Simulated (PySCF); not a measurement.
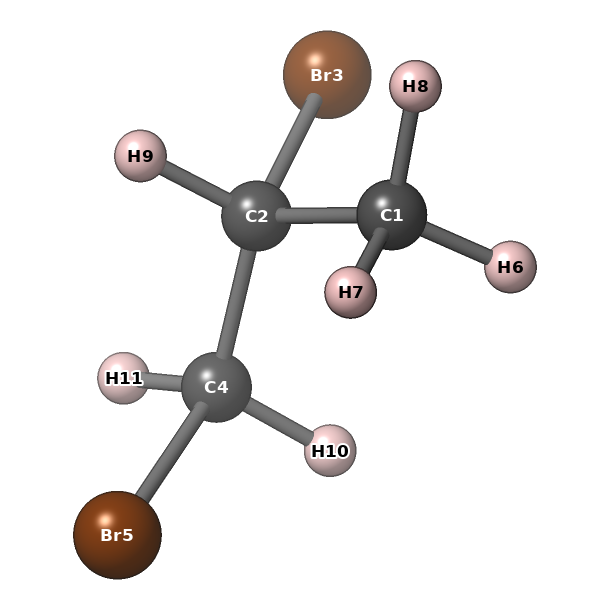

Atoms fade into the background with distance from the viewer. The geometry was computed by an optimisation with PBE0-D3(BJ)/def2-SVP. No frequency run is at hand to confirm it as a minimum.

**Which atoms or bonds are stereogenic?**

Centres: C2.

**What are the Cahn–Ingold–Prelog descriptors?**

C2: R (priorities Br3 > C4 > C1 > H9).
